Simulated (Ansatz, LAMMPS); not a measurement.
# Elastic response of glassy CaAl2Si2O8 (117 atoms), part 2 of 4

How stiff is glassy CaAl2Si2O8 (117 atoms), and how do its levels respond to strain?

Ansatz 0.2.0; Kohn-Sham DFT, PBE, PAW (set soft_2), plane waves.

The cell: 18 Al, 9 Ca, 72 O and 18 Si. The quench rate of 20 K/ps is orders of magnitude faster than experiment. The network of bonds at the start is that of the classical potential that made the cell. Only the Γ point is sampled.

So far. Step 2 (Single point at the start): The r.m.s. force at the start is 1.2 eV/Å.

## Step 3: Cell and atoms relaxed

Cell and atoms are freed together, to release stress as well as forces.

The input, input.yaml:

```yaml
crystal:
  lattice:
    - [11.5363, 0.0, 0.0]
    - [0.0, 11.5363, 0.0]
    - [0.0, 0.0, 11.5363]
  atoms:
    [... the 117 atom lines of step 2 ...]
kpoints:
  mp_grid: { grid: [1, 1, 1] }
hamiltonian:
  xc: pbe
scf:
  occupations: { method: gaussian, width: 0.05 }
output:
  forces: true
relax:
  f_tol: 0.05
  max_steps: 150
  cell: {}
```

Run with:

```sh
$ ansatz run input.yaml --threads 4 --pin off --max-ram 8192MiB --backend cpu --events-out ev --progress --plain --runs-dir out
```

Numbers of over 12 decimals in the logs are rounded to 6 here.

The program printed:

```text
[...]
Crystal: 117 atoms, lattice volume = 1535.323 Å³
Basis set: ecut = 420 eV, 30047 PW (Γ), exchange–correlation on 160×160×160 points (8 copies of the dense FFT grid, shifted against one another)
Bands: 441, of which v1, the nominal top of the filled ones, is band 324 counted from 1 (323 counted from 0)
Symmetry: 1 space group operations
[...]
k-points: 1
[...]
SCF iter   1: F=—  HF=-78472.459597 eV  |F-HF|=—  |Δ(HF+E_count)|=         —  Δρ=2.37e-3  dr2=1.31e-1  ethr=1.77e-3  ⟨swp⟩=7.0  Hψ=2118  notcnv=0  defer=92
[...]
SCF iter   9: F=-78472.456840 eV  HF=-78472.456840 eV  |F-HF|=3.37e-8  |Δ(HF+E_count)|=   1.63e-8  Δρ=2.48e-6  dr2=9.61e-8  ethr=1.54e-11  ⟨swp⟩=3.0  Hψ=1639  notcnv=0
SCF 1 converged in 9 iterations: F = -78472.456840 eV  dr2 = 9.61e-8
[...]
relax step   1: F+E_penalty+E_count = -78472.45683985 eV  Δ(F+E_penalty+E_count) = +0.000e0 eV  max|allowed force component| = 4.542e0 eV/Å  Δτ_max = 0.0000 Å  P = +6.341 GPa  Ω = 1535.323 Å³  (9 SCF iters, dr2 threshold 1.00e-7 eV, accepted)
[... from here on, the SCF cycles and remarks between the steps are left out ...]
relax step   2: F+E_penalty+E_count = -78477.59089654 eV  Δ(F+E_penalty+E_count) = -5.134e0 eV  max|allowed force component| = 2.562e0 eV/Å  Δτ_max = 0.1989 Å  P = +3.623 GPa  Ω = 1546.335 Å³  energy of the carried Pulay correction = -3.710e-2 eV  (8 SCF iters, dr2 threshold 1.17e-5 eV, accepted)
relax step   3: F+E_penalty+E_count = -78480.34343106 eV  Δ(F+E_penalty+E_count) = -2.753e0 eV  max|allowed force component| = 5.986e-1 eV/Å  Δτ_max = 0.1544 Å  P = -0.183 GPa  Ω = 1567.519 Å³  energy of the carried Pulay correction = -1.077e-1 eV  (8 SCF iters, dr2 threshold 1.17e-5 eV, accepted)
relax step   4: F+E_penalty+E_count = -78480.90117371 eV  Δ(F+E_penalty+E_count) = -5.577e-1 eV  max|allowed force component| = 4.432e-1 eV/Å  Δτ_max = 0.2000 Å  P = +0.112 GPa  Ω = 1558.184 Å³  energy of the carried Pulay correction = -7.671e-2 eV  (7 SCF iters, dr2 threshold 1.17e-5 eV, accepted)
relax step   5: F+E_penalty+E_count = -78481.08141986 eV  Δ(F+E_penalty+E_count) = -1.802e-1 eV  max|allowed force component| = 2.866e-1 eV/Å  Δτ_max = 0.1946 Å  P = -0.156 GPa  Ω = 1559.047 Å³  energy of the carried Pulay correction = -7.959e-2 eV  (7 SCF iters, dr2 threshold 1.17e-5 eV, accepted)
relax step   6: F+E_penalty+E_count = -78481.19830338 eV  Δ(F+E_penalty+E_count) = -1.169e-1 eV  max|allowed force component| = 2.189e-1 eV/Å  Δτ_max = 0.2000 Å  P = -0.055 GPa  Ω = 1560.568 Å³  energy of the carried Pulay correction = -8.465e-2 eV  (8 SCF iters, dr2 threshold 5.13e-6 eV, accepted)
relax step   7: F+E_penalty+E_count = -78481.30643070 eV  Δ(F+E_penalty+E_count) = -1.081e-1 eV  max|allowed force component| = 2.129e-1 eV/Å  Δτ_max = 0.2000 Å  P = +0.035 GPa  Ω = 1562.683 Å³  energy of the carried Pulay correction = -9.168e-2 eV  (8 SCF iters, dr2 threshold 3.00e-6 eV, accepted)
relax step   8: F+E_penalty+E_count = -78481.36584459 eV  Δ(F+E_penalty+E_count) = -5.941e-2 eV  max|allowed force component| = 2.921e-1 eV/Å  Δτ_max = 0.1903 Å  P = -0.100 GPa  Ω = 1566.377 Å³  energy of the carried Pulay correction = -1.039e-1 eV  (8 SCF iters, dr2 threshold 2.83e-6 eV, accepted)
relax step   9: F+E_penalty+E_count = -78481.43922084 eV  Δ(F+E_penalty+E_count) = -7.338e-2 eV  max|allowed force component| = 2.687e-1 eV/Å  Δτ_max = 0.1932 Å  P = -0.078 GPa  Ω = 1567.451 Å³  energy of the carried Pulay correction = -1.075e-1 eV  (7 SCF iters, dr2 threshold 5.33e-6 eV, accepted)
relax step  10: F+E_penalty+E_count = -78481.51749067 eV  Δ(F+E_penalty+E_count) = -7.827e-2 eV  max|allowed force component| = 2.202e-1 eV/Å  Δτ_max = 0.1257 Å  P = +0.017 GPa  Ω = 1566.289 Å³  energy of the carried Pulay correction = -1.036e-1 eV  (7 SCF iters, dr2 threshold 4.51e-6 eV, accepted)
relax step  11: F+E_penalty+E_count = -78481.56544141 eV  Δ(F+E_penalty+E_count) = -4.795e-2 eV  max|allowed force component| = 2.819e-1 eV/Å  Δτ_max = 0.1927 Å  P = -0.020 GPa  Ω = 1566.144 Å³  energy of the carried Pulay correction = -1.032e-1 eV  (8 SCF iters, dr2 threshold 3.03e-6 eV, accepted)
relax step  12: F+E_penalty+E_count = -78481.65125336 eV  Δ(F+E_penalty+E_count) = -8.581e-2 eV  max|allowed force component| = 2.542e-1 eV/Å  Δτ_max = 0.2000 Å  P = +0.004 GPa  Ω = 1565.212 Å³  energy of the carried Pulay correction = -1.001e-1 eV  (7 SCF iters, dr2 threshold 4.97e-6 eV, accepted)
relax step  13: F+E_penalty+E_count = -78481.63087044 eV  Δ(F+E_penalty+E_count) = +2.038e-2 eV  max|allowed force component| = 4.588e-1 eV/Å  Δτ_max = 0.1231 Å  P = +0.046 GPa  Ω = 1564.979 Å³  energy of the carried Pulay correction = -9.930e-2 eV  (7 SCF iters, dr2 threshold 4.04e-6 eV, rejected (line search))
relax step  14: F+E_penalty+E_count = -78481.71192105 eV  Δ(F+E_penalty+E_count) = -6.067e-2 eV  max|allowed force component| = 8.783e-2 eV/Å  Δτ_max = 0.0615 Å  P = -0.018 GPa  Ω = 1565.384 Å³  energy of the carried Pulay correction = -1.006e-1 eV  (12 SCF iters, accepted)
[...]
relax step  28: F+E_penalty+E_count = -78481.99722788 eV  Δ(F+E_penalty+E_count) = -2.727e-2 eV  max|allowed force component| = 2.363e-1 eV/Å  Δτ_max = 0.1960 Å  P = -0.036 GPa  Ω = 1578.568 Å³  energy of the carried Pulay correction = -3.410e-2 eV  (8 SCF iters, dr2 threshold 1.08e-6 eV, accepted)
relax step  29: F+E_penalty+E_count = -78482.03204353 eV  Δ(F+E_penalty+E_count) = -3.482e-2 eV  max|allowed force component| = 3.226e-1 eV/Å  Δτ_max = 0.1958 Å  P = -0.067 GPa  Ω = 1579.068 Å³  energy of the carried Pulay correction = -3.592e-2 eV  (7 SCF iters, dr2 threshold 3.49e-6 eV, accepted)
relax step  30: F+E_penalty+E_count = -78482.05371136 eV  Δ(F+E_penalty+E_count) = -2.167e-2 eV  max|allowed force component| = 5.005e-1 eV/Å  Δτ_max = 0.1951 Å  P = +0.091 GPa  Ω = 1578.707 Å³  energy of the carried Pulay correction = -3.464e-2 eV  (7 SCF iters, dr2 threshold 6.50e-6 eV, accepted)
relax step  31: F+E_penalty+E_count = -78482.10526646 eV  Δ(F+E_penalty+E_count) = -5.156e-2 eV  max|allowed force component| = 3.219e-1 eV/Å  Δτ_max = 0.2000 Å  P = -0.188 GPa  Ω = 1586.876 Å³  energy of the carried Pulay correction = -6.442e-2 eV  (7 SCF iters, dr2 threshold 1.17e-5 eV, accepted)
relax step  32: F+E_penalty+E_count = -78482.11181002 eV  Δ(F+E_penalty+E_count) = -6.544e-3 eV  max|allowed force component| = 3.000e-1 eV/Å  Δτ_max = 0.0100 Å  P = -0.173 GPa  Ω = 1586.760 Å³  energy of the carried Pulay correction = -6.399e-2 eV  (5 SCF iters, dr2 threshold 6.48e-6 eV, accepted)
relax step  33: F+E_penalty+E_count = -78482.04248402 eV  Δ(F+E_penalty+E_count) = +6.933e-2 eV  max|allowed force component| = 5.106e-1 eV/Å  Δτ_max = 0.1936 Å  P = +0.178 GPa  Ω = 1580.812 Å³  energy of the carried Pulay correction = -4.217e-2 eV  (7 SCF iters, dr2 threshold 5.63e-6 eV, rejected (line search))
relax step  34: F+E_penalty+E_count = -78482.17446451 eV  Δ(F+E_penalty+E_count) = -6.265e-2 eV  max|allowed force component| = 7.474e-2 eV/Å  Δτ_max = 0.0968 Å  P = +0.052 GPa  Ω = 1581.372 Å³  energy of the carried Pulay correction = -4.437e-2 eV  (12 SCF iters, accepted)
relax step  35: F+E_penalty+E_count = -78482.17580247 eV  Δ(F+E_penalty+E_count) = -1.338e-3 eV  max|allowed force component| = 5.633e-2 eV/Å  Δτ_max = 0.0660 Å  P = -0.022 GPa  Ω = 1582.988 Å³  energy of the carried Pulay correction = -5.025e-2 eV  (8 SCF iters, dr2 threshold 3.49e-7 eV, accepted)
relax step  36: F+E_penalty+E_count = -78482.18148095 eV  Δ(F+E_penalty+E_count) = -5.678e-3 eV  max|allowed force component| = 2.925e-2 eV/Å  Δτ_max = 0.0130 Å  P = +0.001 GPa  Ω = 1582.280 Å³  energy of the carried Pulay correction = -4.767e-2 eV  (7 SCF iters, dr2 threshold 1.98e-7 eV, accepted)
relax step  37: F+E_penalty+E_count = -78482.23639052 eV  Δ(F+E_penalty+E_count) = -5.491e-2 eV  max|allowed force component| = 2.907e-2 eV/Å  Δτ_max = 0.0000 Å  P = +0.021 GPa  Ω = 1582.280 Å³  stress off target by 1.09e-1 GPa  SCF on the basis re-selected at this cell (its energy is not comparable with the rows above)  (7 SCF iters)
relax step  38: F+E_penalty+E_count = -78482.22596447 eV  Δ(F+E_penalty+E_count) = +1.043e-2 eV  max|allowed force component| = 1.142e-1 eV/Å  Δτ_max = 0.1016 Å  P = -0.028 GPa  Ω = 1582.800 Å³  energy of the carried Pulay correction = -1.765e-3 eV  (9 SCF iters, dr2 threshold 2.96e-8 eV, rejected (line search))
relax step  39: F+E_penalty+E_count = -78482.23722476 eV  Δ(F+E_penalty+E_count) = -8.342e-4 eV  max|allowed force component| = 1.426e-2 eV/Å  Δτ_max = 0.0136 Å  P = +0.003 GPa  Ω = 1582.569 Å³  energy of the carried Pulay correction = -8.926e-4 eV  (12 SCF iters, accepted)
relax step  40: F+E_penalty+E_count = -78482.23902139 eV  Δ(F+E_penalty+E_count) = -1.797e-3 eV  max|allowed force component| = 1.429e-2 eV/Å  Δτ_max = 0.0000 Å  P = +0.004 GPa  Ω = 1582.569 Å³  stress off target by 8.77e-3 GPa  SCF on the basis re-selected at this cell (its energy is not comparable with the rows above)  (5 SCF iters)
[...]
SCF converged after 5 iterations
Free energy (F): -78482.239021 eV
[...]
Internal energy: -78482.239021 eV  (E = F + TS)
E sigma→0 (E₀):  -78482.239021 eV
Fermi energy:    5.748997 eV
[...]
--- Forces (eV/Å), atoms counted from 1 ---
  atom   1  Al    -0.00099879    -0.00392122    -0.00681277
  atom   2  Al     0.00377347    -0.00735827     0.00790112
  atom   3  Al     0.00869057     0.00234739     0.00120725
  atom   4  Al    -0.00351112     0.00939265     0.00877829
  atom   5  Al     0.00250358     0.00614445    -0.00404247
  atom   6  Al     0.00067718     0.00329348    -0.00053261
  atom   7  Al     0.00844903    -0.00944059     0.00576184
  atom   8  Al    -0.01279013     0.00532480     0.01207358
  atom   9  Al     0.00441141     0.00335072    -0.00018155
  atom  10  Al    -0.00202122    -0.00227891     0.00798612
  atom  11  Al    -0.01380629     0.00080897    -0.00811133
  atom  12  Al    -0.00206970     0.00451677    -0.00022221
  atom  13  Al     0.00578485     0.00374195     0.00521229
  atom  14  Al    -0.00091873    -0.00072797     0.00114222
[...]
atom 116  Si     0.00528963     0.00555629     0.00487334
  atom 117  Si     0.00299624    -0.00418754    -0.00319561
  max |Σ_I F_I| component: 1.10e-4 eV/Å
--- Stress (GPa, compression-positive) ---
        0.008471      -0.000519      -0.001285
       -0.000516      -0.000695      -0.000736
       -0.001282      -0.000733       0.003052
  P = ⅓ Tr σ = 0.0036 GPa (0.036 kbar)
--- Relaxed structure (37 steps of the walk, 32 accepted, 3 SCFs on fresh bases) ---
  F+E_penalty+E_count = -78482.23902139 eV   max|allowed force component| = 1.429e-2 eV/Å   (the final SCF, on the basis selected at the relaxed cell)
  cell:  # Å, volume = 1582.5690 Å³
    - [11.675388, -0.209591, 0.297138]
    - [-0.209591, 11.623153, 0.291209]
    - [0.297138, 0.291209, 11.680755]
  atoms:
    - { symbol: Al, position: [0.343219, -0.00904789, 0.943769] }
    - { symbol: Al, position: [0.844105, 0.966955, 0.071837] }
    - { symbol: Al, position: [0.618700, 0.852453, 0.414166] }
    - { symbol: Al, position: [0.309177, 0.235444, 0.301383] }
[...]
- { symbol: Si, position: [0.952277, 0.304423, 0.641175] }
```

Wall time 12 min (4 threads of Intel Xeon Platinum 8259CL at 2.50GHz (Skylake/Cascade Lake), shared host); peak memory 2.3 GiB; 44 min of CPU time.

The relaxation converged after 37 steps, with a largest force component of 0.014 eV/Å.

## Step 4: Single point at the relaxed geometry

One more single point at the end of the walk gives the fuller output and checks the residual forces.

The input, input.yaml:

```yaml
crystal:
  lattice:
    - [11.67539, -0.20959, 0.29714]
    - [-0.20959, 11.62315, 0.29121]
    - [0.29714, 0.29121, 11.68075]
  atoms:
    - { symbol: Al, position: [0.34322, 0.99095, 0.94377] }
    - { symbol: Al, position: [0.84411, 0.96696, 0.07184] }
    - { symbol: Al, position: [0.6187, 0.85245, 0.41417] }
    - { symbol: Al, position: [0.30918, 0.23544, 0.30138] }
    - { symbol: Al, position: [0.96053, 0.51104, 0.29989] }
    - { symbol: Al, position: [0.82083, 0.98511, 0.49786] }
    [... 105 atom lines left out ...]
    - { symbol: Si, position: [0.89726, 0.56269, 0.57563] }
    - { symbol: Si, position: [0.47428, 0.83307, 0.09744] }
    - { symbol: Si, position: [0.8316, 0.91466, 0.76482] }
    - { symbol: Si, position: [0.07056, 0.67649, 0.09897] }
    - { symbol: Si, position: [0.7296, 0.74379, 0.09769] }
    - { symbol: Si, position: [0.95228, 0.30442, 0.64117] }
kpoints:
  mp_grid: { grid: [1, 1, 1] }
hamiltonian:
  xc: pbe
scf:
  occupations: { method: gaussian, width: 0.05 }
output:
  forces: true
  stress: true
  populations: true
  dos:
    method: { smearing: { sigma: 0.1 } }
    de: 0.1
    projected: { site_lists: { Al: [Al], Ca: [Ca], O: [O], Si: [Si] } }
  eigenvalues: true
  write_density: true
  write_potential: true
  volumetric_format: npy
  elf: true
```

The program printed:

```text
[...]
Crystal: 117 atoms, lattice volume = 1582.568 Å³
Basis set: ecut = 420 eV, 30937 PW (Γ), exchange–correlation on 160×160×160 points (8 copies of the dense FFT grid, shifted against one another)
Bands: 441, of which v1, the nominal top of the filled ones, is band 324 counted from 1 (323 counted from 0)
Symmetry: 1 space group operations
[...]
k-points: 1
[...]
SCF iter   1: F=—  HF=-78482.221622 eV  |F-HF|=—  |Δ(HF+E_count)|=         —  Δρ=1.91e-3  dr2=6.07e-2  ethr=1.77e-3  ⟨swp⟩=6.0  Hψ=1937  notcnv=0  defer=107
[...]
SCF iter   9: F=-78482.239014 eV  HF=-78482.239014 eV  |F-HF|=6.36e-9  |Δ(HF+E_count)|=   1.14e-7  Δρ=1.67e-6  dr2=4.44e-8  ethr=1.54e-11  ⟨swp⟩=19.0  Hψ=4190  notcnv=0
SCF 1 converged in 9 iterations: F = -78482.239014 eV  dr2 = 4.44e-8
[...]
WARN: The input density's exchange-correlation potential varies sharply where the density is thin. Do not read a vacuum level from v_tot or v_xc, or from such a field of the output density. On a cell that repeats whose density bears no net charge and no dipole along the vacuum's axis use v_es (v_loc + v_h of the components); [...]
SCF converged after 9 iterations
Free energy (F): -78482.239014 eV
[...]
Internal energy: -78482.239014 eV  (E = F + TS)
E sigma→0 (E₀):  -78482.239014 eV
Fermi energy:    5.749169 eV
[...]
--- Forces (eV/Å), atoms counted from 1 ---
  atom   1  Al    -0.00106899    -0.00387252    -0.00728559
  atom   2  Al     0.00174691    -0.00962503     0.00643572
  atom   3  Al     0.00891308     0.00363878     0.00045575
  atom   4  Al    -0.00501622     0.01127459     0.01099883
  atom   5  Al     0.00242559     0.00577797    -0.00441841
  atom   6  Al     0.00237305     0.00488322    -0.00168728
  atom   7  Al     0.00914767    -0.00843255     0.00681995
  atom   8  Al    -0.01312070     0.00622086     0.01088005
  atom   9  Al     0.00416971     0.00465393    -0.00048902
  atom  10  Al    -0.00150413    -0.00147792     0.00803920
  atom  11  Al    -0.01411932     0.00189210    -0.00708709
  atom  12  Al    -0.00128732     0.00515580     0.00240584
  atom  13  Al     0.00513295     0.00202017     0.00523356
  atom  14  Al    -0.00098211    -0.00096823     0.00301658
[...]
atom 116  Si     0.00817906     0.00711190     0.00359725
  atom 117  Si     0.00225486    -0.00146556    -0.00158875
  max |Σ_I F_I| component: 1.10e-4 eV/Å
--- Stress (GPa, compression-positive) ---
        0.009196      -0.000480      -0.002206
       -0.000477      -0.000189      -0.000511
       -0.002204      -0.000508       0.002000
  P = ⅓ Tr σ = 0.0037 GPa (0.037 kbar)
--- Band table (eV) ---
[...]
--- Löwdin populations: 117 sites ---
  site symbol       q [e]
     0     Al      1.7077
     1     Al      1.6930
     2     Al      1.6718
[...]
116     Si      2.2597
  spilling = 0.012183 (of n_electrons = 648.000000)
```

Wall time 27 s (4 threads); peak memory 2.3 GiB; 98 s of CPU time.

The program notes that the exchange-correlation potential is rough where the density is thin.

Numbers from this run:

| Quantity | Value |
| --- | --- |
| free energy | -78482.2390 eV |
| free energy per atom | -670.7884 eV/atom |
| SCF cycles | 9 |
| pressure | 0.003669 GPa |
| r.m.s. force component | 0.00483 eV/Å |
| longest force | 0.02053 eV/Å |
| Fermi energy | 5.749 eV |
| gap (highest filled to lowest empty level) | 3.909 eV |
| spilling of the projection | 0.01218 |

Löwdin charges by element and coordination (they lack the spilled electrons, 0.067 e an atom on average):

| element | coordination | atoms | mean charge (e) | spread | least | most |
| --- | --- | --- | --- | --- | --- | --- |
| Al | all | 18 | 1.32 | 0.037 | 1.23 | 1.37 |
| Al | 4 | 16 | 1.32 | 0.0327 | 1.23 | 1.37 |
| Al | 5 | 2 | 1.27 | 0.0301 | 1.24 | 1.30 |
| Ca | all | 9 | 1.81 | 0.0151 | 1.79 | 1.84 |
| Ca | 4 | 1 | 1.79 | 0 | 1.79 | 1.79 |
| Ca | 5 | 1 | 1.81 | 0 | 1.81 | 1.81 |
| Ca | 6 | 4 | 1.81 | 0.0089 | 1.80 | 1.82 |
| Ca | 7 | 3 | 1.82 | 0.0168 | 1.80 | 1.84 |
| O | all | 72 | -0.871 | 0.0692 | -1.12 | -0.764 |
| O | 2 | 21 | -0.813 | 0.0292 | -0.883 | -0.764 |
| O | 3 | 46 | -0.891 | 0.067 | -1.12 | -0.788 |
| O | 4 | 5 | -0.923 | 0.0577 | -1.00 | -0.861 |
| Si | all | 18 | 1.70 | 0.0318 | 1.65 | 1.74 |

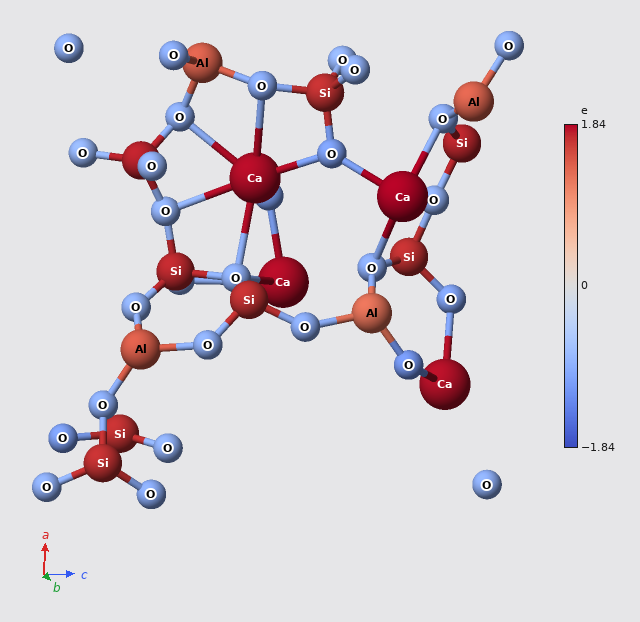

Atoms coloured by Löwdin charge. Drawn is a slice 4 Å thick, seen along the normal of the ac plane. Bonds to atoms that aren't drawn are left out.

Density of states as counts of states in windows of 1 eV (from the Fermi level), total and the larger projections:

| from (eV) | to (eV) | total | O p | Al p | Si p |
| --- | --- | --- | --- | --- | --- |
| -18 | -17 | 5.5 | 0.1 | 0.4 | 0.2 |
| -17 | -12 | 0.0 | 0.0 | 0.0 | 0.0 |
| -12 | -11 | 1.9 | 1.2 | 0.0 | 0.1 |
| -11 | -10 | 8.0 | 5.3 | 0.1 | 0.4 |
| -10 | -9 | 13.3 | 9.1 | 0.2 | 0.6 |
| -9 | -8 | 20.9 | 15.2 | 0.5 | 1.7 |
| -8 | -7 | 34.9 | 26.7 | 1.3 | 3.2 |
| -7 | -6 | 50.6 | 39.9 | 3.0 | 4.5 |
| -6 | -5 | 63.5 | 53.3 | 3.4 | 2.7 |
| -5 | -4 | 82.5 | 74.7 | 2.2 | 1.7 |
| -4 | -3 | 93.8 | 88.4 | 1.2 | 1.1 |
| -3 | -2 | 59.8 | 57.3 | 0.5 | 0.4 |
| -2 | -1 | 2.9 | 2.8 | 0.0 | 0.0 |
| -1 | 1 | 0.0 | 0.0 | 0.0 | 0.0 |
| 1 | 2 | 1.3 | 0.0 | 0.0 | 0.0 |
| 2 | 3 | 0.7 | 0.0 | 0.0 | 0.0 |
| 3 | 4 | 20.1 | 1.5 | 2.4 | 1.0 |
| 4 | 5 | 56.2 | 3.1 | 6.4 | 3.4 |

Between -26 and -18 eV lie 192 more states.

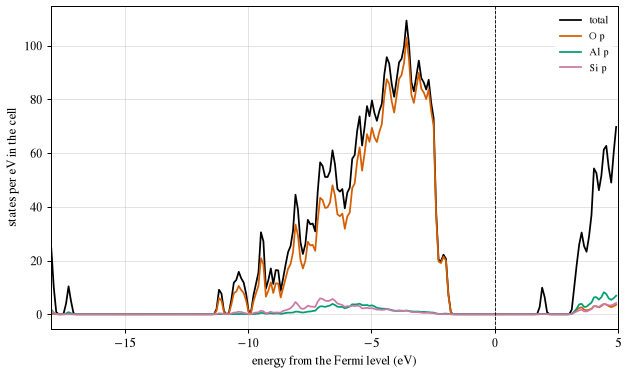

Total and projected density of states, with the broadening of the input.

The levels nearest the highest filled one (over half full), pooled over k-points and spins:

```
level less the highest filled one (eV)  occupation
                                -0.480           2
                                -0.370           2
                                -0.262           2
                                -0.160           2
                               -0.0631           2
                                     0           2
                                  3.91           0
                                  5.23           0
                                  5.34           0
                                  5.43           0
                                  5.48           0
                                  5.54           0
```

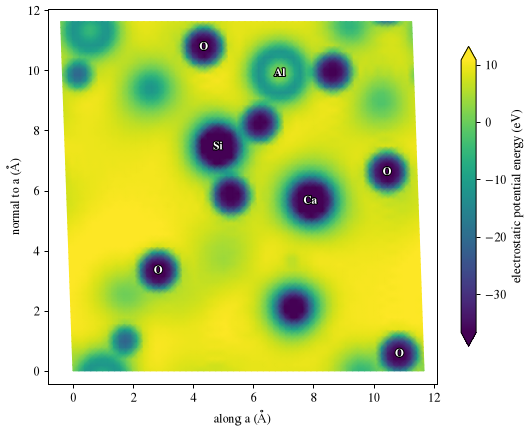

Electrostatic potential energy in the ab plane at fractional z = 0.420, with atoms of Al and Ca and O and Si within 0.2 Å of it. With pseudopotentials it is smooth inside the atoms' cores, unlike the true potential.

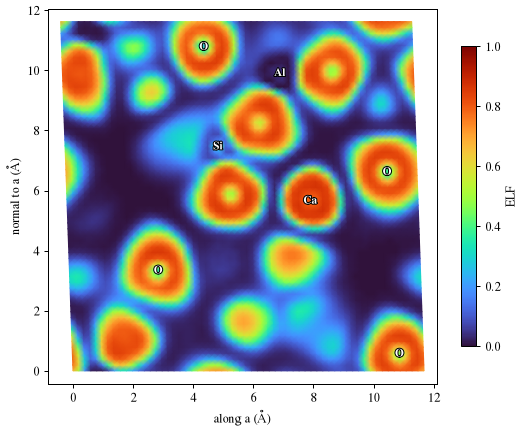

ELF in the ab plane at fractional z = 0.420, with atoms of Al and Ca and O and Si within 0.2 Å of it. It is the smooth field of the valence electrons, not physical close to the nuclei.

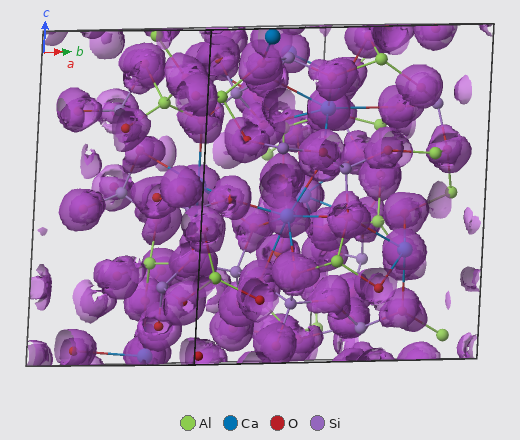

Surface of ELF = 0.8. Bonds to atoms that aren't drawn are left out.

The highest filled and lowest empty levels differ by 3.91 eV (at Γ alone); a semilocal functional tends to put such gaps too low. In a disordered cell it changes from sample to sample, and tail or defect levels can set it. Mean Löwdin charges: Al +1.32, Ca +1.81, O -0.87, Si +1.70 e (they miss 1.2 % of the electrons, so they add up to more than the cell's charge).

(Part 2 of 4 ends here.)

[Logs are printed without paths, hosts, clocks, repeated set-up lines and the standing remarks that a program may print on its own settings, such as how far it seeks lower states.]

[Hosts, paths, dates, database ids (printed as entryN), source tags and the programs' standing remarks are cut or masked in the printed files.]
